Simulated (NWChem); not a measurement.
**One shape, several levels: C3H6O (SMILES CC1CO1)**

We compute a comparison of 6 runs (HF/STO-3G, HF/3-21G, B3LYP/6-31G*, B2PLYP/def2-SVP, MP3/def2-SVP) of C3H6O. 

The calculation is run with NWChem 7.3.0.

1 further run of the same task is left out (set aside as unsound or not needed).

**1. Starting point**

C3H6O: 10 atoms, total charge 0, spin state singlet. As SMILES, `CC1CO1`. The C2–H8 distance was set to 1.962 Å, away from the relaxed value. At this shape a bond of the SMILES string is far longer than usual.

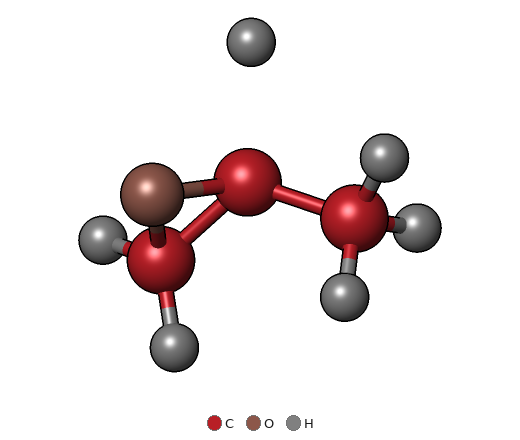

Viewed from a chosen angle; carbon red, oxygen brown, hydrogen grey.

**2. The energy at HF/STO-3G (run 1)**

Contents of run.py:

```python
from ase import Atoms
from ase.calculators.nwchem import NWChem

atoms = Atoms(['C', 'C', 'C', 'O', 'H', 'H', 'H', 'H', 'H', 'H'], positions=[
    [-0.624233, 0.478879, -1.401958],
    [-0.386233, -0.158121, -0.070358],
    [-1.381833, -0.126721, 0.995542],
    [-1.165633, -1.305021, 0.236442],
    [-1.693633, 0.538379, -1.611958],
    [-0.205933, 1.488579, -1.424658],
    [-0.150033, -0.100921, -2.197658],
    [1.492600, -0.328400, 0.468200],
    [-2.331333, 0.373479, 0.816642],
    [-1.069033, -0.178921, 2.035542],
])

calc = NWChem(
    label='c3h6o',
    theory='scf',
    memory='2200 mb',
    basis='STO-3G',
    basispar='spherical bse',
    scf={'nopen': '0', 'rhf': None, 'thresh': '1e-08', 'maxiter': '80'},
    task='energy',
)
atoms.calc = calc

print("Total energy (eV):", round(atoms.get_potential_energy(), 6))
print("dipole (e A):", atoms.get_dipole_moment().round(4))
```

Started as:

```
export ASE_NWCHEM_COMMAND="nwchem PREFIX.nwi > PREFIX.nwo"
python run.py
```

The log of the run:

```text
Total energy (eV): -5151.151665
dipole (e A): [-0.0537  0.3074 -0.0347]
```

The calculator wrote c3h6o.nwi:

```
title "c3h6o"

permanent_dir c3h6o

scratch_dir c3h6o

start c3h6o

geometry units angstrom nocenter noautosym noautoz
  C  -6.2423300000000004e-01 4.7887900000000000e-01 -1.4019580000000000e+00
  C  -3.8623299999999999e-01 -1.5812100000000001e-01 -7.0358000000000004e-02
  C  -1.3818330000000001e+00 -1.2672100000000000e-01 9.9554200000000004e-01
  O  -1.1656329999999999e+00 -1.3050210000000000e+00 2.3644200000000001e-01
  H  -1.6936329999999999e+00 5.3837900000000005e-01 -1.6119580000000000e+00
  H  -2.0593300000000000e-01 1.4885790000000001e+00 -1.4246580000000000e+00
  H  -1.5003300000000000e-01 -1.0092100000000000e-01 -2.1976580000000001e+00
  H  1.4925999999999999e+00 -3.2840000000000003e-01 4.6820000000000001e-01
  H  -2.3313329999999999e+00 3.7347900000000001e-01 8.1664199999999998e-01
  H  -1.0690329999999999e+00 -1.7892100000000000e-01 2.0355420000000000e+00
end

memory 2200 mb

basis spherical bse noprint
   * library STO-3G
end

scf
  nopen 0
  rhf
  thresh 1e-08
  maxiter 80
end

task scf energy
```

c3h6o.nwo:

```text
Northwest Computational Chemistry Package (NWChem) 7.3.0
             --------------------------------------------------------

           Job information
           ---------------

    nwchem branch   = 7.3.0
    use scalapack   = T
    input           = c3h6o.nwi
    prefix          = c3h6o.
    data base       = c3h6o/c3h6o.db
    status          = startup
    nproc           =        1

           Memory information
           ------------------

    heap     =     72089600 doubles =      550.0 Mbytes
    stack    =     72089597 doubles =      550.0 Mbytes
    global   =    144179200 doubles =     1100.0 Mbytes (distinct from heap & stack)
    total    =    288358397 doubles =     2200.0 Mbytes
    verify   = yes
    hardfail = no

[... 138 lines left out ...]
 Convergence threshold     :          1.000E-08
[... 13 lines left out ...]
       Final RHF  results
[... 3 lines left out ...]
      One-electron energy =   -501.257998404691
[... 1 line left out ...]
 Nuclear repulsion energy =    122.659908997642
[... 34 lines left out ...]
                       ROHF Final Molecular Orbital Analysis
[... 181 lines left out ...]
  Mulliken analysis of the total density
  --------------------------------------

    Atom       Charge   Shell Charges
 -----------   ------   -------------------------------------------------------
    1 C    6     6.19   1.99  1.18  3.01
    2 C    6     5.89   1.99  1.23  2.67
    3 C    6     6.05   1.99  1.16  2.90
[... 6 lines of this table left out ...]
   10 H    1     0.92   0.92

       Multipole analysis of the density wrt the origin
       ------------------------------------------------

     L   x y z        total         open         nuclear
     -   - - -        -----         ----         -------
     0   0 0 0     -0.000000      0.000000     32.000000

     1   1 0 0     -0.101491      0.000000    -52.224889
[... 8 lines of this table left out ...]
     2   0 0 2    -16.325758      0.000000    116.787327

 Task  times  cpu:        1.0s     wall:        1.0s
 Total times  cpu:        1.1s     wall:        1.1s
```

It took 2 s on 1 thread of Intel Xeon 6975P-C (Granite Rapids), shared host; peak memory 0.097 GiB.

**3. A single-point energy at HF/3-21G (run 2)**

Contents of input.nw:

```
start input
title "C3H6O hf"
memory 2200 mb
charge 0
geometry noautosym nocenter noautoz
  C     -0.624233     0.478879    -1.401958
  C     -0.386233    -0.158121    -0.070358
  C     -1.381833    -0.126721     0.995542
  O     -1.165633    -1.305021     0.236442
  H     -1.693633     0.538379    -1.611958
  H     -0.205933     1.488579    -1.424658
  H     -0.150033    -0.100921    -2.197658
  H      1.492600    -0.328400     0.468200
  H     -2.331333     0.373479     0.816642
  H     -1.069033    -0.178921     2.035542
end
basis "ao basis" spherical bse
  * library 3-21G
end
scf
  thresh 1e-08
  maxiter 80
end
task scf
```

Started as:

```
nwchem input.nw > input.out
```

The log of the run:

```text
[...]
  functions       =    48
[...]
  wavefunction    = RHF
[...]
         Total SCF energy =   -190.676827893076
      One-electron energy =   -501.147246270775
      Two-electron energy =    187.810509380057
 Nuclear repulsion energy =    122.659908997642
        Time for solution =      1.3s
[...]
```

Wall time 1.9 s (1 thread of Intel Xeon 6975P-C (Granite Rapids), shared host); peak memory 0.096 GiB.

Runs 3 to 5 aren't shown in full; the table further down has their settings and results.

**4. The energy at MP3/def2-SVP (run 6)**

Contents of a.nw:

```
start a
title "C3H6O mp3"
memory stack 330 mb heap 110 mb global 1760 mb
geometry units angstrom noautosym nocenter noautoz
C     -0.624233     0.478879    -1.401958
C     -0.386233    -0.158121    -0.070358
C     -1.381833    -0.126721     0.995542
O     -1.165633    -1.305021     0.236442
H     -1.693633     0.538379    -1.611958
H     -0.205933     1.488579    -1.424658
H     -0.150033    -0.100921    -2.197658
H      1.492600    -0.328400     0.468200
H     -2.331333     0.373479     0.816642
H     -1.069033    -0.178921     2.035542
end
basis spherical bse
C library def2-SVP
O library def2-SVP
H library def2-SVP
end
scf
thresh 1e-08
maxiter 80
end
tce
scf
mbpt3
freeze core 4
maxiter 60
end
task tce energy
```

Started as:

```
nwchem a.nw > a.out
```

The log of the run:

```text
[...]
  functions       =    86
[...]
  wavefunction    = RHF
[...]
         Total SCF energy =   -191.620936322665
      One-electron energy =   -502.476627023663
      Two-electron energy =    188.195781703356
 Nuclear repulsion energy =    122.659908997642
        Time for solution =      7.5s
[...]
         Wavefunction type : Restricted Hartree-Fock
          No. of electrons :    32
[...]
         Spin multiplicity : singlet
[...]
```

It took 24 s on 1 thread of Intel Xeon 6975P-C (Granite Rapids), shared host; peak memory 1.4 GiB.

**5. Overview of the runs**

```csv
run,level,iteration cap,module,energy (Eh),dipole moment (D),HOMO energy (eV),LUMO energy (eV),wall time
1,HF/STO-3G,80,scf,-189.301334,1.51,-7.65,5.45,2 s
2,HF/3-21G,80,scf,-190.676828,2.68,-9.89,2.52,1.9 s
3,B3LYP/6-31G* (spherical functions),100,dft,-192.986074,2.17,-6.92,-1.54,24 s
4,B3LYP/6-31G* (Cartesian functions),100,dft,-192.989741,2.16,-6.93,-1.55,24 s
5,B2PLYP/def2-SVP,100,dft,-192.634170,2.32,-8.34,-0.24,32 s
6,MP3/def2-SVP,80,tce,-192.272877,–,-10.04,2.06,24 s
```

**6. What came out**

| quantity | value |
| --- | --- |
| run 6: total energy | -192.27288 Eh |
| run 6: HOMO energy (Hartree–Fock orbitals) | -10.04 eV |
| run 6: LUMO energy (Hartree–Fock orbitals) | 2.06 eV |
| run 6: HOMO–LUMO gap (Hartree–Fock orbitals) | 12.09 eV |
| run 6: correlation energy (4 core orbitals frozen) | -651.9 mEh |

**Reading.** Over runs 1, 2, 3, 4, 5 the dipole moment (its size) runs from 1.51 D (HF/STO-3G) to 2.68 D (HF/3-21G). Over runs 1, 2, 3, 4, 5 the HOMO–LUMO gap runs from 5.38 eV (B3LYP/6-31G*) to 13.10 eV (HF/STO-3G). The two ends differ in method and basis. Totals of different functionals can't be ranked against each other. In run 1 the basis is minimal, so the values are rough. In runs 1, 2, 3, 4, 5, 6 a closed-shell determinant meets a far-stretched bond, which it describes badly. All runs together took 1.8 min, the longest 32 s.
